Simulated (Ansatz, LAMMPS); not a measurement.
# Electronic structure of glassy 40SiO2-28Al2O3-16Li2O-16SrO (mol %) (85 atoms)

Wanted: forces, charges and levels of glassy 40SiO2-28Al2O3-16Li2O-16SrO (mol %) (85 atoms).

Program: Ansatz 0.2.0. Level of theory: Kohn-Sham DFT, PBEsol, PAW (set soft_2), plane waves. Results are calculated unless marked as measured.

**1. Starting point**

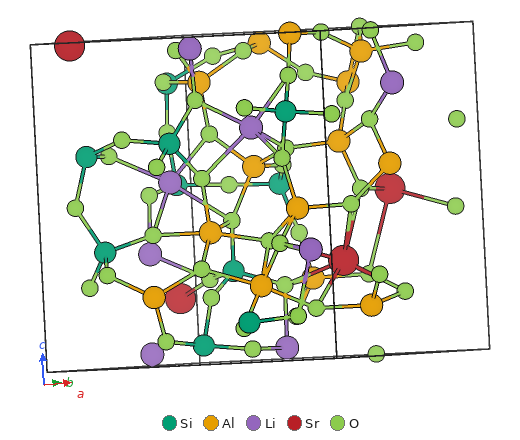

The starting structure, seen slightly off an axis (silicon teal, aluminium orange, lithium purple, strontium red, oxygen green). Bonds to atoms that aren't drawn are left out. Some periodic images of atoms are drawn too.

The cell holds 85 atoms: 10 Si, 14 Al, 8 Li, 4 Sr and 49 O. Cell: a = 9.957 Å, b = 9.957 Å, c = 9.957 Å, α = 90.0°, β = 90.0°, γ = 90.0°. 85 atoms (10 Si, 14 Al, 8 Li, 4 Sr, 49 O) placed at random at 3.11 g/cm³, melted at 4000 K for 10 ps at fixed volume with the Morse and Coulomb pair potential with partial charges (Pedone, Malavasi, Menziani, Cormack and Segre, J. Phys. Chem. B 110, 11780 (2006)). Quenched from 4000 K to 300 K at 6 K/ps and fixed volume, held 5 ps, then minimised at fixed cell.

What the set-up can't give: The quench rate of 6 K/ps is orders of magnitude faster than experiment, which tends to freeze in extra defects. The starting topology of bonds comes from the classical model, and needn't be the one that DFT or experiment would give. Sampling is at Γ alone, for a cell whose shortest periodic width is 10 Å.

**2. Making the structure**

A classical potential makes the cell, at a small fraction of what the same run would cost in DFT.

This step: classical MD, Morse and Coulomb pair potential with partial charges (Pedone, Malavasi, Menziani, Cormack and Segre, J. Phys. Chem. B 110, 11780 (2006)) (LAMMPS 22 Jul 2025 - Update 4).

in.lmp reads:

```
# melt-quench of Si10Al14Li8Sr4O49
units metal
atom_style charge
boundary p p p
region box block 0 9.9565 0 9.9565 0 9.9565
create_box 5 box
mass 1 28.0850   # Si
mass 2 26.9815   # Al
mass 3 6.9400   # Li
mass 4 87.6200   # Sr
mass 5 15.9990   # O
create_atoms 1 random 10 433863 NULL overlap 1.5 maxtry 2000
create_atoms 2 random 14 433870 NULL overlap 1.5 maxtry 2000
create_atoms 3 random 8 433877 NULL overlap 1.5 maxtry 2000
create_atoms 4 random 4 433884 NULL overlap 1.5 maxtry 2000
create_atoms 5 random 49 433891 NULL overlap 1.5 maxtry 2000
pair_style hybrid/overlay pedone 5.5 coul/long 8.0
pair_coeff * * coul/long
pair_coeff 1 5 pedone 0.340554 2.006700 2.100000 1   # Si-O
pair_coeff 2 5 pedone 0.361581 1.900442 2.164818 0.9   # Al-O
pair_coeff 3 5 pedone 0.001114 3.429506 2.681360 1   # Li-O
pair_coeff 4 5 pedone 0.019623 1.886000 3.328330 3   # Sr-O
pair_coeff 5 5 pedone 0.042395 1.379316 3.618701 22   # O-O
set type 1 charge 2.4
set type 2 charge 1.8
set type 3 charge 0.6
set type 4 charge 1.2
set type 5 charge -1.2
kspace_style pppm 1.0e-4
neigh_modify delay 0 every 1 check yes
thermo_style custom step time temp pe press density
thermo_modify norm yes
timestep 0.002
thermo 100
# [... 18 lines left out ...]
thermo 1250
fix md all nvt temp 300 300 0.2
run 2500 post no
unfix md
thermo 100
min_style cg
minimize 0 1e-3 2000 20000
write_dump all custom glass.dump id type xs ys zs modify sort id
```

Run with:

```bash
> lmp -in in.lmp -log none -nocite
```

Numbers of over 12 decimals in the logs are rounded to 6 here.

Output:

```text
LAMMPS (22 Jul 2025 - Update 4)
Created orthogonal box = (0 0 0) to (9.9565 9.9565 9.9565)
Created 10 atoms
Created 14 atoms
Created 8 atoms
Created 4 atoms
Created 49 atoms
PPPM initialization ...
  G vector (1/distance) = 0.37385585
  grid = 10 10 10
  estimated relative force accuracy = 8.184063e-05
   Step          Time           Temp          PotEng         Press         Density
         0   0              0             -3.8968555      676781.9       3.109985
        96   0.192          0             -12.997526      10702.763      3.109985
Loop time of 0.104675 s on 1 MPI rank(s) for 96 steps with 85 atoms
Minimization stats:
[... 37 lines left out ...]
    316250   632.5          309.58214     -13.077855      15378.377      3.109985
    316833   633.666        303.27325     -13.075006      13944.797      3.109985
Loop time of 1.45138 s on 1 MPI rank(s) for 2500 steps with 85 atoms
   Step          Time           Temp          PotEng         Press         Density
    316833   633.666        303.27325     -13.075006      13944.797      3.109985
    316851   633.702        303.27325     -13.110902      10895.864      3.109985
Loop time of 0.051248 s on 1 MPI rank(s) for 18 steps with 85 atoms
Minimization stats:
  Stopping criterion = linesearch alpha is zero
  Energy initial, next-to-last, final =
     -13.0750063537995   -13.110902243405   -13.110902243405
  Force two-norm initial, final = 11.051841 0.38558927
  Iterations, force evaluations = 18 69
```

It took 3.6 min on 1 thread of Arm Neoverse N1, shared host; peak memory 0.074 GiB.

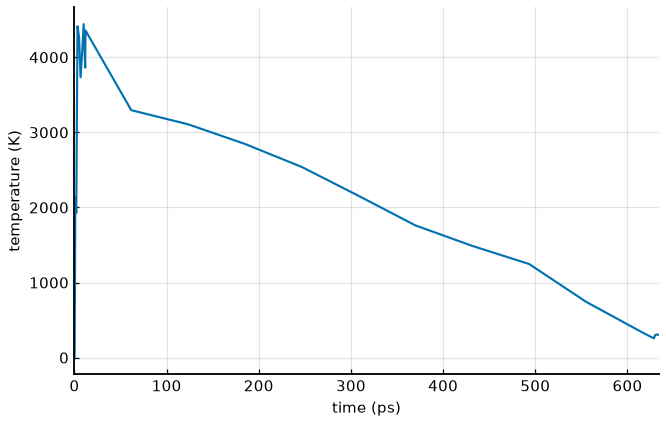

Temperature against time.

**3. Plane-wave single point**

One self-consistent run at the given positions yields energy and forces.

input.yaml reads:

```yaml
crystal:
  lattice:
    - [9.9565, 0.0, 0.0]
    - [0.0, 9.9565, 0.0]
    - [0.0, 0.0, 9.9565]
  atoms:
    - { symbol: Si, position: [0.70318, 0.00438, 0.12204] }
    - { symbol: Si, position: [0.03904, 0.25425, 0.64855] }
    - { symbol: Si, position: [0.03449, 0.84094, 0.54625] }
    - { symbol: Si, position: [0.03227, 0.81567, 0.8567] }
    - { symbol: Si, position: [0.09513, 0.23899, 0.35449] }
    - { symbol: Si, position: [0.75338, 0.2149, 0.75853] }
    - { symbol: Si, position: [0.3478, 0.92012, 0.53486] }
    - { symbol: Si, position: [0.33739, 0.6113, 0.2774] }
    - { symbol: Si, position: [0.34484, 0.37791, 0.05659] }
    - { symbol: Si, position: [0.35285, 0.20532, 0.6769] }
    - { symbol: Al, position: [0.74384, 0.74498, 0.92797] }
    - { symbol: Al, position: [0.6711, 0.42484, 0.99432] }
    - { symbol: Al, position: [0.92868, 0.54612, 0.58321] }
    - { symbol: Al, position: [0.90816, 0.41859, 0.15448] }
    - { symbol: Al, position: [0.59079, 0.94017, 0.83458] }
    - { symbol: Al, position: [0.42086, 0.61906, 0.59264] }
    - { symbol: Al, position: [0.70932, 0.34486, 0.4612] }
    - { symbol: Al, position: [0.69146, 0.6704, 0.65735] }
    - { symbol: Al, position: [0.2576, 0.59977, 0.85722] }
    - { symbol: Al, position: [0.31893, 0.88996, 0.96652] }
    - { symbol: Al, position: [0.61197, 0.2675, 0.23071] }
    - { symbol: Al, position: [0.4723, 0.87195, 0.24298] }
    - { symbol: Al, position: [0.3247, 0.10816, 0.21161] }
    - { symbol: Al, position: [0.3961, 0.36121, 0.3992] }
    - { symbol: Li, position: [0.46904, 0.1501, 0.96406] }
    - { symbol: Li, position: [0.54688, 0.3761, 0.71317] }
    - { symbol: Li, position: [0.97378, 0.50233, 0.82922] }
    - { symbol: Li, position: [0.20599, 0.47578, 0.55709] }
    - { symbol: Li, position: [0.88427, 0.08576, 0.33497] }
    - { symbol: Li, position: [0.06997, 0.55973, 0.03565] }
    - { symbol: Li, position: [0.49795, 0.63086, 0.03621] }
    - { symbol: Li, position: [0.05725, 0.60319, 0.34054] }
    - { symbol: Sr, position: [0.6916, 0.98797, 0.50361] }
    - { symbol: Sr, position: [0.02318, 0.85095, 0.19996] }
    - { symbol: Sr, position: [0.70902, 0.62849, 0.29367] }
    - { symbol: Sr, position: [0.04771, 0.16556, 0.98976] }
    - { symbol: O, position: [0.66182, 0.89989, 0.00227] }
    - { symbol: O, position: [0.03098, 0.41537, 0.64589] }
    - { symbol: O, position: [0.00012, 0.86285, 0.70658] }
    - { symbol: O, position: [0.29562, 0.22647, 0.07458] }
    - { symbol: O, position: [0.39877, 0.93477, 0.38301] }
    - { symbol: O, position: [0.938, 0.58609, 0.19126] }
    - { symbol: O, position: [0.70399, 0.27017, 0.61636] }
    - { symbol: O, position: [0.16607, 0.11069, 0.28541] }
    - { symbol: O, position: [0.71959, 0.74317, 0.50984] }
    - { symbol: O, position: [0.14353, 0.91299, 0.93326] }
    - { symbol: O, position: [0.18696, 0.21054, 0.69481] }
    - { symbol: O, position: [0.4266, 0.24772, 0.80535] }
    - { symbol: O, position: [0.6144, 0.13612, 0.10422] }
    - { symbol: O, position: [0.57215, 0.40783, 0.36506] }
    - { symbol: O, position: [0.94941, 0.92175, 0.44081] }
    - { symbol: O, position: [0.43079, 0.96988, 0.86939] }
    - { symbol: O, position: [0.20957, 0.69617, 0.25498] }
    - { symbol: O, position: [0.38174, 0.05951, 0.60778] }
    - { symbol: O, position: [0.43684, 0.21437, 0.29035] }
    - { symbol: O, position: [0.90232, 0.8035, 0.94586] }
    - { symbol: O, position: [0.46534, 0.69891, 0.22717] }
    - { symbol: O, position: [0.40237, 0.31164, 0.56535] }
    - { symbol: O, position: [0.96204, 0.40108, 0.99274] }
    - { symbol: O, position: [0.01817, 0.20488, 0.4945] }
    - { symbol: O, position: [0.2088, 0.34142, 0.39958] }
    - { symbol: O, position: [0.5018, 0.39859, 0.03845] }
    - { symbol: O, position: [0.36426, 0.95535, 0.12807] }
    - { symbol: O, position: [0.0245, 0.67863, 0.51932] }
    - { symbol: O, position: [0.83144, 0.46518, 0.4656] }
    - { symbol: O, position: [0.68575, 0.60067, 0.99245] }
    - { symbol: O, position: [0.63935, 0.92101, 0.2472] }
    - { symbol: O, position: [0.56903, 0.55428, 0.64459] }
    - { symbol: O, position: [0.85667, 0.03396, 0.13457] }
    - { symbol: O, position: [0.19121, 0.88608, 0.53922] }
    - { symbol: O, position: [0.65763, 0.78964, 0.77999] }
    - { symbol: O, position: [0.73748, 0.38034, 0.15378] }
    - { symbol: O, position: [0.09775, 0.66949, 0.86234] }
    - { symbol: O, position: [0.33127, 0.4688, 0.2001] }
    - { symbol: O, position: [0.83823, 0.60006, 0.72058] }
    - { symbol: O, position: [0.42832, 0.79492, 0.5927] }
    - { symbol: O, position: [0.91983, 0.19965, 0.74423] }
    - { symbol: O, position: [0.00049, 0.30612, 0.24817] }
    - { symbol: O, position: [0.71991, 0.19826, 0.35754] }
    - { symbol: O, position: [0.69015, 0.06827, 0.77596] }
    - { symbol: O, position: [0.29759, 0.57374, 0.69848] }
    - { symbol: O, position: [0.25597, 0.4618, 0.9585] }
    - { symbol: O, position: [0.36183, 0.57036, 0.43167] }
    - { symbol: O, position: [0.35139, 0.72053, 0.94628] }
    - { symbol: O, position: [0.7132, 0.32099, 0.86679] }
kpoints:
  mp_grid: { grid: [1, 1, 1] }
hamiltonian:
  xc: pbesol
scf:
  occupations: { method: fixed }
output:
  forces: true
  stress: true
  populations: true
  dos:
    method: { smearing: { sigma: 0.08 } }
    de: 0.1
    projected: { site_lists: { Al: [Al], Li: [Li], O: [O], Si: [Si], Sr: [Sr] } }
  eigenvalues: true
  write_density: true
  write_potential: true
  volumetric_format: npy
```

Run with:

```bash
> ansatz run input.yaml --threads 8 --pin off --max-ram 15872MiB --backend cpu --events-out ev --progress --plain --runs-dir out
```

Output:

```text
Engine: ansatz 0.2.0, aarch64-unknown-linux-gnu
Pseudopotentials: kind: paw
Pseudopotential: Si, paw, valence charge 4, recommended cutoff 420 eV (normal), Si.paw.azcp
Pseudopotential: Al, paw, valence charge 3, recommended cutoff 420 eV (normal), Al.paw.azcp
Pseudopotential: Li, paw, valence charge 3, recommended cutoff 420 eV (normal), Li.paw.azcp
Pseudopotential: Sr, paw, valence charge 10, recommended cutoff 420 eV (normal), Sr.paw.azcp
Pseudopotential: O, paw, valence charge 6, recommended cutoff 420 eV (normal), O.paw.azcp
Functional definition: PBEsol
  exchange = pbesol_x
  correlation = pbesol_c
Crystal: 85 atoms, lattice volume = 987.007 Å³
Basis set: ecut = 420 eV, 19309 PW (Γ), exchange–correlation on 144×144×144 points (8 copies of the dense FFT grid, shifted against one another)
Bands: 305, of which v1, the nominal top of the filled ones, is band 220 counted from 1 (219 counted from 0)
Symmetry: 1 space group operations
Space group: P1 (ITA 1), of the structure as read, at distance tolerance 1.0e-4 Å
k-points: 1
Non-local potential: Si, projectors of the file, l = 0: 2, l = 1: 2, l = 2: 2
Non-local potential: Al, projectors of the file, l = 0: 2, l = 1: 2, l = 2: 1
Non-local potential: Li, projectors of the file, l = 0: 3, l = 1: 2, l = 2: 1
Non-local potential: Sr, projectors of the file, l = 0: 3, l = 1: 2, l = 2: 2
Non-local potential: O, projectors of the file, l = 0: 2, l = 1: 2, l = 2: 1
PAW form: soft (Blöchl's): semilocal exchange-correlation on the pseudo side does not see the compensation charge
PAW frozen core: Si, regenerated for the run's functional, and the local potential with it (the file was generated under x = pbe(κ = 0.804, μ = 0.219515), c = pbe(β = 0.066725))
PAW frozen core: Al, regenerated for the run's functional, and the local potential with it (the file was generated under x = pbe(κ = 0.804, μ = 0.219515), c = pbe(β = 0.066725))
PAW frozen core: Sr, regenerated for the run's functional, and the local potential with it (the file was generated under x = pbe(κ = 0.804, μ = 0.219515), c = pbe(β = 0.066725))
PAW frozen core: O, regenerated for the run's functional, and the local potential with it (the file was generated under x = pbe(κ = 0.804, μ = 0.219515), c = pbe(β = 0.066725))
PAW one-centre angular grid: Si, 110 points (default); XC on 64 Gauss nodes
PAW one-centre angular grid: Al, 110 points (default); XC on 64 Gauss nodes
PAW one-centre angular grid: Li, 110 points (default); XC on 64 Gauss nodes
PAW one-centre angular grid: Sr, 110 points (default); XC on 64 Gauss nodes
PAW one-centre angular grid: O, 110 points (default); XC on 64 Gauss nodes
Initial density: superposition of atomic densities (neutral atoms: chi_scale 0, normalization atom), corrected by the library's trained network
Initial wavefunctions: pseudopotential atomic-orbital guess
Functional: x = pbesol(κ = 0.804, μ = 0.123457), c = pbesol(β = 0.046)
SCF iter   1: F=—  HF=-56742.154567 eV  |F-HF|=—  |Δ(HF+E_count)|=         —  Δρ=1.24e-2  dr2=1.22e0  ethr=1.77e-3  ⟨swp⟩=6.0  Hψ=1191  notcnv=0  defer=82
preconditioner: auto → Resta (q_TF=auto, 2.385 Å⁻¹)  ε∞=3.4  [insulator: Δε(μ)=3.165 eV  Ē_g=15.676 eV  n_scr=250 (ndim 8)  ℏωp=24.1 eV  f_vac=0.041  ε∞_Penn≈3.4]
SCF iter   2: F=—  HF=-56741.815484 eV  |F-HF|=—  |Δ(HF+E_count)|=   3.39e-1  Δρ=2.13e-3  dr2=2.75e-2  ethr=2.78e-4  ⟨swp⟩=2.0  Hψ=495  notcnv=0  defer=83
SCF iter   3: F=—  HF=-56741.813953 eV  |F-HF|=—  |Δ(HF+E_count)|=   1.53e-3  Δρ=9.46e-4  dr2=9.28e-3  ethr=6.24e-6  ⟨swp⟩=3.0  Hψ=404  notcnv=0  defer=83
SCF iter   4: F=—  HF=-56741.814708 eV  |F-HF|=—  |Δ(HF+E_count)|=   7.55e-4  Δρ=6.50e-4  dr2=3.76e-3  ethr=2.11e-6  ⟨swp⟩=3.0  Hψ=395  notcnv=0  defer=83
SCF iter   5: F=—  HF=-56741.814067 eV  |F-HF|=—  |Δ(HF+E_count)|=   6.41e-4  Δρ=1.07e-4  dr2=1.52e-4  ethr=8.54e-7  ⟨swp⟩=2.0  Hψ=401  notcnv=0  defer=83
SCF iter   6: F=—  HF=-56741.814133 eV  |F-HF|=—  |Δ(HF+E_count)|=   6.63e-5  Δρ=5.69e-5  dr2=2.79e-5  ethr=3.46e-8  ⟨swp⟩=2.0  Hψ=435  notcnv=0  defer=82
SCF iter   7: F=—  HF=-56741.815581 eV  |F-HF|=—  |Δ(HF+E_count)|=   1.45e-3  Δρ=1.84e-5  dr2=3.13e-6  ethr=6.33e-9  ⟨swp⟩=2.0  Hψ=524  notcnv=0  defer=82
SCF iter   8: F=—  HF=-56741.815582 eV  |F-HF|=—  |Δ(HF+E_count)|=   1.30e-6  Δρ=5.39e-6  dr2=3.13e-7  ethr=7.10e-10  ⟨swp⟩=2.0  Hψ=384  notcnv=0  defer=82
SCF iter   9: F=—  HF=-56741.815583 eV  |F-HF|=—  |Δ(HF+E_count)|=   3.31e-7  Δρ=3.90e-6  dr2=1.24e-7  ethr=2.27e-11  ⟨swp⟩=24.0  Hψ=3264  notcnv=0
SCF iter  10: F=-56741.815583 eV  HF=-56741.815583 eV  |F-HF|=7.17e-9  |Δ(HF+E_count)|=   5.36e-9  Δρ=8.82e-7  dr2=8.84e-9  ethr=2.27e-11  ⟨swp⟩=9.0  Hψ=1755  notcnv=0
SCF 1 converged in 10 iterations: F = -56741.815583 eV  dr2 = 8.84e-9
  greatest PAW one-centre occupation: 1.000 electrons in one spin orbital (limit 2), on the Li atom at site 31 (counted from 0), in its partial waves of l = 0
SCF converged after 10 iterations
Free energy (F): -56741.815583 eV
Harris-Foulkes:  -56741.815583 eV  (|F-HF|=7.17e-9)
Internal energy: -56741.815583 eV  (E = F + TS)
E sigma→0 (E₀):  -56741.815583 eV
Fermi energy:    5.477729 eV
--- Per-component energies (eV) ---
  E_band       = -1864.496404
  E_kinetic    = 10717.408243
  E_local      = -24508.112280  (includes V_loc(G=0)·N_el)
  E_nonlocal   = 3317.929488
  E_hartree    = 8520.716192
  E_xc         = -5500.636147
  E_vxc        = -6292.201685  (∫ρ·V_xc dr)
  E_paw        = -29605.669057  (= ΣΔE_a)
  E_vpaw       = -2141.078449  (= ΣTr[D̂ρ^β])
  E_aug_tail   = 0.124514  (compensation charges beyond the density's cutoff)
  E_ewald      = -19686.426587
  E_core_change = 2.850050  (= ΣΔE_core)
  E_smearing   = -0.000000  (= −TS)
  E_closure    = 0.000000  (closes the sum)
  Σ components = -56741.815583   (vs F -56741.815583, Δ=0.00e0)
--- Forces (eV/Å), atoms counted from 1 ---
  atom   1  Si    -0.98814043     0.08441686    -0.19006279
  atom   2  Si     0.48614340     0.50273322    -1.45301964
  atom   3  Si     1.13568929    -0.77342137     1.09477720
  atom   4  Si     1.27551879    -0.16496783    -0.85997903
  atom   5  Si     1.86275396     1.18172528     0.98020328
  atom   6  Si     0.28701736    -0.01282461    -1.21488323
  atom   7  Si    -0.50093231    -0.75861440     0.22866943
  atom   8  Si    -0.06433943     0.11073900    -0.45733120
  atom   9  Si     0.02648319     1.10964303     1.42550105
  atom  10  Si    -0.82970791    -0.08965212    -1.59773487
  atom  11  Al    -0.14296689     0.61843640    -0.53275466
  atom  12  Al     0.39038835     0.33522285     0.35665333
  atom  13  Al    -1.12435400     0.09712306    -0.10972426
  atom  14  Al     0.32716962     0.16416877     0.15198731
[...]
atom  84  O      0.38981721    -0.48002968     0.50236395
  atom  85  O     -0.26295387     0.43360026     0.42995455
  max |Σ_I F_I| component: 7.10e-5 eV/Å
--- Stress (GPa, compression-positive) ---
        7.204079       0.022769      -0.677161
        0.022775       3.498693      -1.605230
       -0.677158      -1.605227       7.265817
  P = ⅓ Tr σ = 5.9895 GPa (59.895 kbar)
--- Band table (eV) ---
  k-point 0: bands = ["-38.6162", "-38.1177", "-37.9898", "-37.8741", [... 289 levels ...], "15.0758", "15.1034", "15.1543", "15.2350", "15.2677", "15.3048", "15.3676", "15.4845", "15.5027", "15.5423", "15.5534", "15.6500"]
--- Löwdin populations: 85 sites ---
  site symbol       q [e]
     0     Si      2.3566
     1     Si      2.2946
     2     Si      2.3210
[...]
84      O      6.8219
  spilling = 0.011487 (of n_electrons = 440.000000)
```

Wall time 33 s (8 threads of Arm Neoverse N1, shared host); peak memory 1.3 GiB.

The column dr2 measures how far the density is from self-consistency, as an energy; F and HF (Harris–Foulkes) agree once it is small.

Numbers from this run:

```yaml
free_energy: -56741.8156 eV
free_energy_per_atom: -667.5508 eV/atom
scf_cycles: 10
pressure: 5.99 GPa
r_m_s_force_component: 0.8004 eV/Å
longest_force: 3.022 eV/Å
fermi_energy: 5.478 eV
spacing_of_highest_filled_and_lowest_empty_level: 3.193 eV
spilling_of_the_projection: 0.01149
```

Length of the force by element:

| element | coordination | atoms | mean length of the force (eV/Å) | spread | least | most |
| --- | --- | --- | --- | --- | --- | --- |
| Al | all | 14 | 0.961 | 0.423 | 0.396 | 1.88 |
| Li | all | 8 | 0.497 | 0.106 | 0.357 | 0.665 |
| O | all | 49 | 1.44 | 0.591 | 0.527 | 3.02 |
| Si | all | 10 | 1.46 | 0.525 | 0.475 | 2.41 |
| Sr | all | 4 | 0.913 | 0.267 | 0.523 | 1.20 |

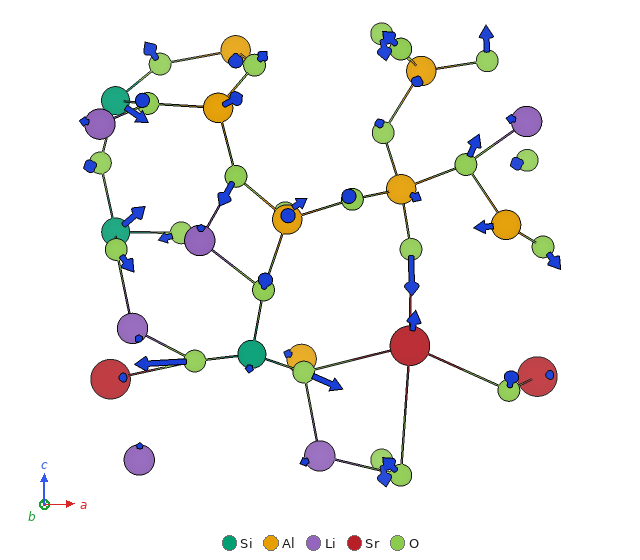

Forces as arrows; the longest in the cell is 3.02 eV/Å. Drawn is a slice 4 Å thick, seen along the normal of the ac plane. Bonds to atoms that aren't drawn are left out.

Löwdin charges by element (they lack the spilled electrons, 0.059 e an atom on average):

| element | coordination | atoms | mean charge (e) | spread | least | most |
| --- | --- | --- | --- | --- | --- | --- |
| Al | all | 14 | 1.26 | 0.0453 | 1.13 | 1.31 |
| Li | all | 8 | 0.802 | 0.0278 | 0.741 | 0.831 |
| O | all | 49 | -0.880 | 0.0771 | -1.10 | -0.761 |
| Si | all | 10 | 1.68 | 0.0192 | 1.64 | 1.71 |
| Sr | all | 4 | 1.83 | 0.0179 | 1.81 | 1.85 |

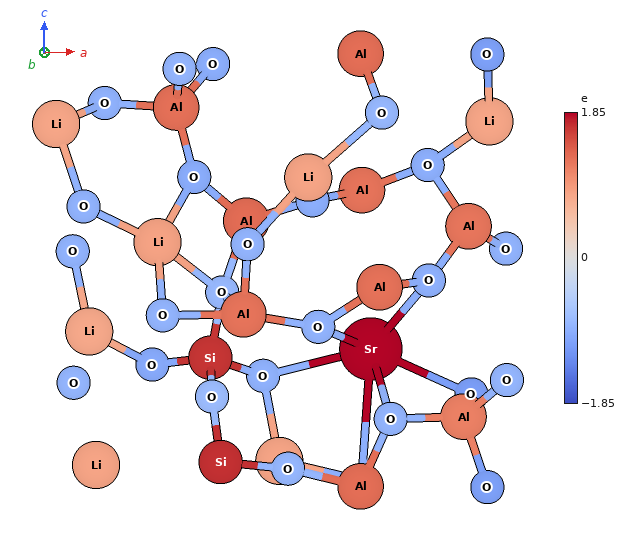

Atoms coloured by Löwdin charge. Drawn is a slice 4 Å thick, seen along the normal of the ac plane. Bonds to atoms that aren't drawn are left out.

Density of states as counts of states in windows of 1 eV (from the Fermi level), total and the larger projections:

| from (eV) | to (eV) | total | O p |
| --- | --- | --- | --- |
| -14 | -10 | 0.0 | 0.0 |
| -10 | -9 | 6.0 | 4.0 |
| -9 | -8 | 7.9 | 5.6 |
| -8 | -7 | 12.4 | 9.2 |
| -7 | -6 | 23.4 | 18.0 |
| -6 | -5 | 30.0 | 23.7 |
| -5 | -4 | 42.5 | 35.8 |
| -4 | -3 | 51.0 | 45.7 |
| -3 | -2 | 57.4 | 53.5 |
| -2 | -1 | 46.7 | 44.3 |
| -1 | 0 | 15.1 | 14.4 |
| 0 | 1 | 1.6 | 1.5 |
| 1 | 3 | 0.0 | 0.0 |
| 3 | 4 | 2.0 | 0.0 |
| 4 | 5 | 7.0 | 0.4 |

The curve was stored every 0.10 eV, coarse against its broadening of 0.08 eV, so these counts are rough.

With fixed occupations the program's Fermi level is the highest filled level; weight inside the gap is the broadening of levels at its edges.

Between -26 and -14 eV lie 122 more states.

The stored curve holds about 416 of the 440 electrons; the rest, give or take the few that broadening carries across the Fermi level, lie in deeper levels below its range.

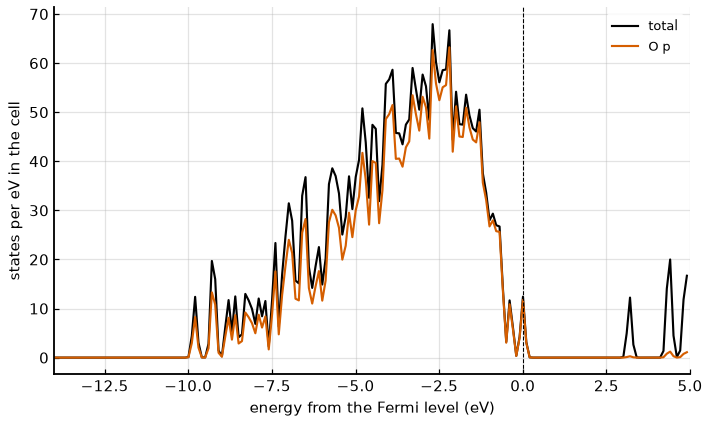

Total and projected density of states, with the broadening of the input.

The levels nearest the highest filled one (over half full), pooled over k-points and spins:

| level less the highest filled one (eV) | occupation |
| --- | --- |
| -0.855 | 2 |
| -0.771 | 2 |
| -0.699 | 2 |
| -0.630 | 2 |
| -0.370 | 2 |
| 0 | 2 |
| 3.19 | 0 |
| 4.34 | 0 |
| 4.41 | 0 |
| 4.84 | 0 |
| 4.95 | 0 |
| 5.10 | 0 |

(Continued in part 2 of 2.)

[Logs are printed without paths, hosts, clocks, repeated set-up lines and the standing remarks that a program may print on its own settings, such as how far it seeks lower states.]

[Hosts, paths, dates, database ids (printed as entryN), source tags and the programs' standing remarks are cut or masked in the printed files.]
